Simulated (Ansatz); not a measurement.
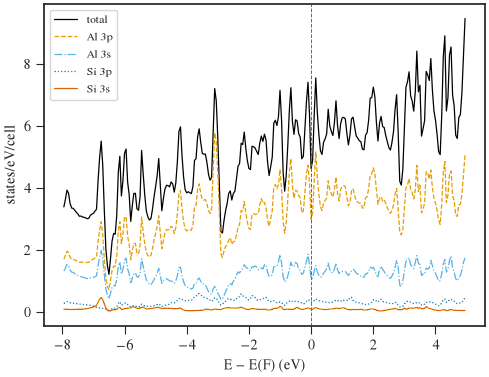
Figure. Total and projected density of states of Al$_{12}$Si in space group Fm-3 (No. 202; Si on 4a, Al on 48h), PBE+D3(BJ) (plane waves, PAW; program Ansatz)

Question: Which orbitals carry the states next to the Fermi level?

Answer: Within 0.5 eV of the Fermi level: Al 3p 65 %, Al 3s 23 %, Si 3p 6 %. Projections are on Löwdin-orthogonalised atomic valence shells; empty p or d shells of many metals are not among them.

The start of the workflow was typed in or built on a structure type; neither database checked (COD, Materials Project) lists it. Its standing as an ambient phase is unchecked. The PBE+D3(BJ) relaxation kept the symmetry of its start; its stability against distortions is not shown here. The volume moved by -43 % from the start of the relaxation. Its formation energy is positive at this level, so the cell may be metastable or incomplete.

Potentials: the earlier of the program's two PAW sets.
